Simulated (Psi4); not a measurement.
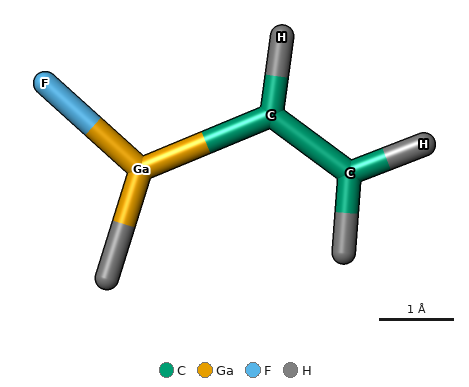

*The structure as given in the input (stick view, seen at an oblique angle). Sticks mark near contacts.*

Geometry relaxation, with input and output: C₂H₄FGa (part 1 of 3)

System: C₂H₄FGa.
Method: PBE0/def2-TZVP, RKS, dispersion D4 (Psi4 1.11).

The geometry comes from this level: PBE0-D4/def2-TZVP.

### Input file (input.in)
```
memory 1.6 GB

molecule {
  0 1
  C
  C 1 1.332163
  Ga 2 1.935558 1 120.94973
  F 3 1.76268 2 115.37232 1 179.61631
  H 1 1.087619 2 122.22136 3 0.02707
  H 1 1.08778 5 115.45542 2 -179.99747
  H 2 1.087492 1 118.76755 5 179.97555
  H 3 1.556854 4 114.70124 2 179.96926
}

set {
  basis def2-TZVP
  geom_maxiter 60
}

E = opt("pbe0-d4")
print_variables()
```

Launched with:
```bash
psi4 -n 1 input.in input.out
```

### Log
```
Psi4 1.11 release

gradient() will perform analytic gradient computation.

   => Loading Basis Set <=

    Name: DEF2-TZVP
    Role: ORBITAL
    Keyword: BASIS

   => PBE0-D4(BJ,EEQ)ATM: Empirical Dispersion <=

        a1 =       0.400856
        a2 =       5.029288
       alp =      16.000000
        s6 =       1.000000
        s8 =       1.200655
        s9 =       1.000000
        ga =       3.000000
        gc =       2.000000
        wf =       6.000000

         ---------------------------------------------------------
                                   SCF
                              RKS Reference
                        1 Threads,   1525 MiB Core
         ---------------------------------------------------------

  ==> Geometry <==

    Molecular point group: c1
    Full point group: C1

    Geometry (in Angstrom), charge = 0, multiplicity = 1:

       Center              X                  Y                   Z               Mass
    ------------   -----------------  -----------------  -----------------  -----------------
         C           -0.001691619267     1.249554545660    -2.212037184909    12.000000000000
         C           -0.001691619267     1.249554545660    -0.879874184909    12.000000000000
         GA          -0.001691619267    -0.410416486783     0.115555844182    68.925573500000
         F            0.008973767778    -0.239119095027     1.869860331862    18.998403162730
         H           -0.002126339553     0.329435010842    -2.791946610446     1.007825032230
         H           -0.001300692351     2.168777740783    -2.793667559909     1.007825032230
         H           -0.000834442311     2.202827229024    -0.356510729494     1.007825032230
         H           -0.008927886204    -1.881340618256    -0.394467893704     1.007825032230

  Running in c1 symmetry.

  Rotational constants: A =      0.58548  B =      0.09061  C =      0.07847 [cm^-1]
  Rotational constants: A =  17552.37509  B =   2716.41285  C =   2352.36990 [MHz]
  Nuclear repulsion =  246.754446559554424

  Charge       = 0
  Multiplicity = 1
  Electrons    = 56
  Nalpha       = 28
  Nbeta        = 28

  ==> Algorithm <==

  SCF Algorithm Type is DF.
  DIIS enabled.
  MOM disabled.
  Fractional occupation disabled.
  Guess Type is SAD.
  Energy threshold   = 1.00e-08
  Density threshold  = 1.00e-08
  Integral threshold = 1.00e-12

  ==> Primary Basis <==

  Basis Set: DEF2-TZVP
    Blend: DEF2-TZVP
    Number of shells: 65
    Number of basis functions: 165
    Number of Cartesian functions: 187
    Spherical Harmonics?: true
    Max angular momentum: 3

  ==> DFT Potential <==

   => LibXC <=

    Version 7.1.2

   => Composite Functional: PBE0-D4BJEEQATM <=

    PBE0-d4bjeeqatm Hyb-GGA Exchange-Correlation Functional

    Deriv               =              1
    GGA                 =           TRUE
    Meta                =          FALSE

    Exchange Hybrid     =           TRUE
    MP2 Hybrid          =          FALSE

   => Exchange Functionals <=

    0.7500   Perdew, Burke & Ernzerhof

   => Exact (HF) Exchange <=

    0.2500               HF

   => Correlation Functionals <=

    1.0000   Perdew, Burke & Ernzerhof

   => LibXC Density Thresholds  <==

    XC_HYB_GGA_XC_PBEH:  1.00E-15

   => Molecular Quadrature <=

    Radial Scheme          =       TREUTLER
    Pruning Scheme         =           NONE
    Nuclear Scheme         =       TREUTLER

    Blocking Scheme        =         OCTREE
    BS radius alpha        =              1
    Pruning alpha          =              1
    Radial Points          =             75
    Spherical Points       =            302
    Total Points           =         173651
    Total Blocks           =           1356
    Max Points             =            256
    Max Functions          =            158
    Weights Tolerance      =       1.00E-15

   => Loading Basis Set <=

    Name: (DEF2-TZVP AUX)
    Role: JKFIT
    Keyword: DF_BASIS_SCF

  ==> Integral Setup <==

  DFHelper Memory: AOs need 0.118 GiB; user supplied 0.518 GiB.
  SCF_SUBTYPE=INCORE selected. In-core MEM_DF algorithm will be used.
  Using in-core AOs.

  ==> MemDFJK: Density-Fitted J/K Matrices <==

    J tasked:                   Yes
    K tasked:                   Yes
    wK tasked:                   No
    Memory [MiB]:               530
    Algorithm:                 Core
    Schwarz Cutoff:           1E-12
    Mask sparsity (%):       5.5170
    Fitting Condition:        1E-10

   => Auxiliary Basis Set <=

  Basis Set: (DEF2-TZVP AUX)
    Blend: DEF2-UNIVERSAL-JKFIT
    Number of shells: 159
    Number of basis functions: 565
    Number of Cartesian functions: 722
    Spherical Harmonics?: true
    Max angular momentum: 5

  Cached 100.0% of DFT collocation blocks in 0.600 [GiB].

  Minimum eigenvalue in the overlap matrix is 1.9277376611E-04.
  Reciprocal condition number of the overlap matrix is 2.6585224881E-05.
    Using symmetric orthogonalization.

  ==> Pre-Iterations <==

  SCF Guess: Superposition of Atomic Densities via on-the-fly atomic UHF (no occupation information).

   -------------------------
    Irrep   Nso     Nmo
   -------------------------
     A        165     165
   -------------------------
    Total     165     165
   -------------------------

  ==> Iterations <==

                           Total Energy        Delta E     RMS |[F,P]|

   @DF-RKS iter SAD: -2099.16942864823750   -2.09917e+03   0.00000e+00
   @DF-RKS iter   1: -2100.92094564029821   -1.75152e+00   1.99361e-02 ADIIS/DIIS
   @DF-RKS iter   2: -2052.26183044886011    4.86591e+01   6.54004e-02 ADIIS/DIIS
   @DF-RKS iter   3: -2102.42592499818829   -5.01641e+01   9.53568e-03 ADIIS/DIIS
   @DF-RKS iter   4: -2102.85691384038091   -4.30989e-01   2.54403e-03 ADIIS/DIIS
   @DF-RKS iter   5: -2102.94840144316368   -9.14876e-02   7.45280e-04 ADIIS/DIIS
   @DF-RKS iter   6: -2102.95313471167083   -4.73327e-03   4.19830e-04 ADIIS/DIIS
   @DF-RKS iter   7: -2102.95513283268519   -1.99812e-03   8.90333e-05 DIIS
   @DF-RKS iter   8: -2102.95524237017162   -1.09537e-04   1.64644e-05 DIIS
   @DF-RKS iter   9: -2102.95524455070654   -2.18053e-06   9.00343e-06 DIIS
   @DF-RKS iter  10: -2102.95524531041838   -7.59712e-07   1.62911e-06 DIIS
   @DF-RKS iter  11: -2102.95524534726292   -3.68445e-08   2.44596e-07 DIIS
   @DF-RKS iter  12: -2102.95524534816877   -9.05857e-10   3.19665e-08 DIIS
   @DF-RKS iter  13: -2102.95524534818696   -1.81899e-11   6.36275e-09 DIIS
  Energy and wave function converged.

  ==> Post-Iterations <==

   Electrons on quadrature grid:
      Ntotal   =   55.9999607372 ; deviation = -3.926e-05

    Orbital Energies [Eh]
    ---------------------

    Doubly Occupied:

       1A   -372.909086     2A    -46.054418     3A    -40.770024
       4A    -40.765296     5A    -40.764782     6A    -24.704797
       7A    -10.248586     8A    -10.236802     9A     -5.569443
      10A     -3.843794    11A     -3.833202    12A     -3.830900
      13A     -1.144504    14A     -0.870529    15A     -0.866891
      16A     -0.864140    17A     -0.862432    18A     -0.856816
      19A     -0.796002    20A     -0.600081    21A     -0.501153
      22A     -0.468617    23A     -0.428410    24A     -0.392020
      25A     -0.389221    26A     -0.370762    27A     -0.312895
      28A     -0.310208

    Virtual:

      29A     -0.060700    30A      0.011702    31A      0.017614
      32A      0.036100    33A      0.079677    34A      0.097153
      35A      0.128214    36A      0.144323    37A      0.157272
      38A      0.194644    39A      0.208231    40A      0.221061
      41A      0.223538    42A      0.244125    43A      0.246510
      44A      0.265688    45A      0.279315    46A      0.283828
      47A      0.335619    48A      0.340433    49A      0.377045
      50A      0.402683    51A      0.411232    52A      0.465419
      53A      0.471517    54A      0.488507    55A      0.504544
      56A      0.568753    57A      0.590555    58A      0.613771
      59A      0.627229    60A      0.676068    61A      0.683965
      62A      0.723586    63A      0.755084    64A      0.800824
      65A      0.812462    66A      0.836883    67A      0.878010
      68A      0.905827    69A      0.919631    70A      0.945601
      71A      0.950716    72A      0.987237    73A      1.010671
      74A      1.021426    75A      1.036154    76A      1.086861
      77A      1.123457    78A      1.129379    79A      1.165375
      80A      1.206249    81A      1.268621    82A      1.276503
      83A      1.291123    84A      1.354559    85A      1.477195
      86A      1.503657    87A      1.570475    88A      1.609840
      89A      1.655715    90A      1.747561    91A      1.773163
      92A      1.789916    93A      1.824451    94A      1.859902
      95A      1.895231    96A      1.958239    97A      2.062170
      98A      2.086513    99A      2.140127   100A      2.158546
     101A      2.216201   102A      2.257856   103A      2.275206
     104A      2.300678   105A      2.325413   106A      2.364716
     107A      2.376481   108A      2.396962   109A      2.430787
     110A      2.468105   111A      2.517429   112A      2.554994
     113A      2.588798   114A      2.621501   115A      2.654883
     116A      2.714684   117A      2.781511   118A      2.838199
     119A      2.856231   120A      2.884690   121A      2.885581
     122A      2.942458   123A      3.070784   124A      3.121546
     125A      3.124049   126A      3.170312   127A      3.198145
     128A      3.254278   129A      3.262386   130A      3.343389
     131A      3.368558   132A      3.375002   133A      3.409042
     134A      3.462306   135A      3.479096   136A      3.543504
     137A      3.624848   138A      3.677317   139A      3.733403
     140A      3.873305   141A      3.985582   142A      4.050251
     143A      4.182973   144A      4.310739   145A      4.345394
     146A      4.414977   147A      4.615168   148A      4.654565
     149A      4.786124   150A      5.715316   151A      6.943379
     152A      6.943927   153A      6.946512   154A      6.958027
     155A      6.959037   156A      6.994143   157A      7.024013
     158A      8.364597   159A      8.387291   160A      8.575559
     161A      8.656923   162A      8.871556   163A     22.074463
     164A     22.653029   165A     56.964278

    Final Occupation by Irrep:
              A
    DOCC [    28 ]
    NA   [    28 ]
    NB   [    28 ]

  @DF-RKS Final Energy: -2102.95524534818696

   => Energetics <=

    Nuclear Repulsion Energy =            246.7544465595544239
    One-Electron Energy =               -3420.5396186255748034
    Two-Electron Energy =                1144.4640596759270466
    DFT Exchange-Correlation Energy =     -73.6298126670640585
    Empirical Dispersion Energy =          -0.0043202910291636
    VV10 Nonlocal Energy =                  0.0000000000000000
    Total Energy =                      -2102.9552453481869634

Computation Completed

Properties will be evaluated at   0.000000,   0.000000,   0.000000 [a0]

Properties computed using the SCF density matrix

 Multipole Moments:

 ------------------------------------------------------------------------------------
     Multipole            Electronic (a.u.)      Nuclear  (a.u.)        Total (a.u.)
 ------------------------------------------------------------------------------------

 L = 1.  Multiply by 2.5417464519 to convert [e a0] to [Debye]
 Dipole X            :          0.0043228           -0.0097606           -0.0054378
 Dipole Y            :         -5.3475467            5.5546061            0.2070594
 Dipole Z            :          7.3475885           -8.4604680           -1.1128795
 Magnitude           :                                                    1.1319912

 ------------------------------------------------------------------------------------

	total time  =         13 seconds =       0.22 minutes

         ------------------------------------------------------------
                                   SCF GRAD
         ------------------------------------------------------------

  ==> Geometry <==

    Molecular point group: c1
    Full point group: C1

    Geometry (in Angstrom), charge = 0, multiplicity = 1:

       Center              X                  Y                   Z               Mass
    ------------   -----------------  -----------------  -----------------  -----------------
         C           -0.001691619267     1.249554545660    -2.212037184909    12.000000000000
         C           -0.001691619267     1.249554545660    -0.879874184909    12.000000000000
         GA          -0.001691619267    -0.410416486783     0.115555844182    68.925573500000
         F            0.008973767778    -0.239119095027     1.869860331862    18.998403162730
         H           -0.002126339553     0.329435010842    -2.791946610446     1.007825032230
         H           -0.001300692351     2.168777740783    -2.793667559909     1.007825032230
         H           -0.000834442311     2.202827229024    -0.356510729494     1.007825032230
         H           -0.008927886204    -1.881340618256    -0.394467893704     1.007825032230

  Nuclear repulsion =  246.754446559554424

  ==> Basis Set <==

  Basis Set: DEF2-TZVP
    Blend: DEF2-TZVP
    Number of shells: 65
    Number of basis functions: 165
    Number of Cartesian functions: 187
    Spherical Harmonics?: true
    Max angular momentum: 3

  ==> DFJKGrad: Density-Fitted SCF Gradients <==

    Gradient:                    1
    J tasked:                  Yes
    K tasked:                  Yes
    wK tasked:                  No
    Integrals threads:           1
    Memory [MiB]:             1144
    Schwarz Cutoff:          1E-12
    Fitting Condition:       1E-10

   => Auxiliary Basis Set <=

  Basis Set: (DEF2-TZVP AUX)
    Blend: DEF2-UNIVERSAL-JKFIT
    Number of shells: 159
    Number of basis functions: 565
    Number of Cartesian functions: 722
    Spherical Harmonics?: true
    Max angular momentum: 5

  ==> DFT Potential <==

   => LibXC <=

    Version 7.1.2

   => Composite Functional: PBE0-D4BJEEQATM <=

    PBE0-d4bjeeqatm Hyb-GGA Exchange-Correlation Functional

    Deriv               =              1
    GGA                 =           TRUE
    Meta                =          FALSE

    Exchange Hybrid     =           TRUE
    MP2 Hybrid          =          FALSE

   => Exchange Functionals <=

    0.7500   Perdew, Burke & Ernzerhof

   => Exact (HF) Exchange <=

    0.2500               HF

   => Correlation Functionals <=

    1.0000   Perdew, Burke & Ernzerhof

   => LibXC Density Thresholds  <==

    XC_HYB_GGA_XC_PBEH:  1.00E-15

   => Molecular Quadrature <=

    Radial Scheme          =       TREUTLER
    Pruning Scheme         =           NONE
    Nuclear Scheme         =       TREUTLER

    Blocking Scheme        =         OCTREE
    BS radius alpha        =              1
    Pruning alpha          =              1
    Radial Points          =             75
    Spherical Points       =            302
    Total Points           =         173651
    Total Blocks           =           1356
    Max Points             =            256
    Max Functions          =            158
    Weights Tolerance      =       1.00E-15

  -Total Gradient:
     Atom            X                  Y                   Z
    ------   -----------------  -----------------  -----------------
       1        0.000019875461     0.000045915578     0.000060208482
       2       -0.000015525708    -0.000049551912    -0.000075177866
       3       -0.000019698354    -0.000037640177    -0.000003204569
       4        0.000027869881     0.000018403985     0.000374485103
       5        0.000015976819    -0.000060697060    -0.000047944561
       6       -0.000015944142     0.000011374309     0.000001809855
       7        0.000003607837     0.000033489921     0.000020626694
       8       -0.000006107953     0.000006290953    -0.000003805856
```
